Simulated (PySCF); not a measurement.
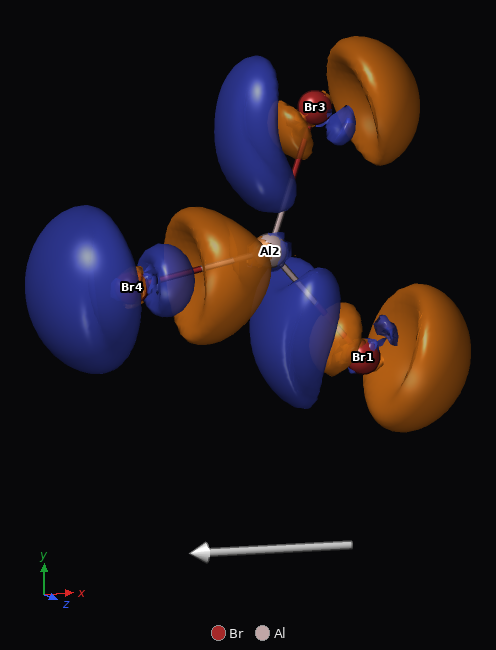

Figure. AlBr3, SMILES `Br[Al](Br)Br`. Change of the electron density in a uniform field of 0.21 V/Å along −x (arrow), surfaces at ±0.002 e/Å³ (orange: gain, blue: loss).

Level of theory: ωB97X/def2-TZVP (PySCF), at a geometry from GFN2-xTB. No frequency check shows the geometry to be a minimum. A basis without diffuse functions makes polarisabilities too small. GFN2-xTB bond lengths at metals and heavier atoms can be off by up to 0.1 Å and shapes distorted, which carries into these values.

The field was applied in both directions; the picture shows the one opposite to the script's first.

**How large is the response?**

The induced dipole is 0.92 D (along the field); α along this axis, from the fields in both directions, is 91 bohr³ (13.4 Å³).
